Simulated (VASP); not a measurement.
Band structure of LiTc$_{3}$ (space group Pm-3m). Level of theory: PBE GGA, VASP's PBE PAW potentials (set 64) (plane waves; VASP 6.6.1).

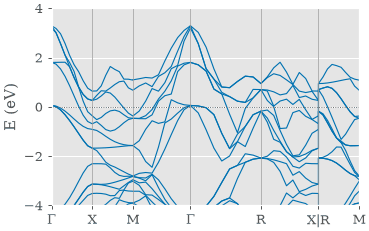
Figure. Bands along high-symmetry lines, zero at the valence-band maximum or, without a gap, the Fermi level

Task: Read the plot: is there a gap, and where are the band edges?

Result: It has no gap at this level: it comes out as a metal or semimetal.

The structure was generated: LiTc3 was put into an ordered model structure, which need not be its known phase. The cell was not relaxed at this level.
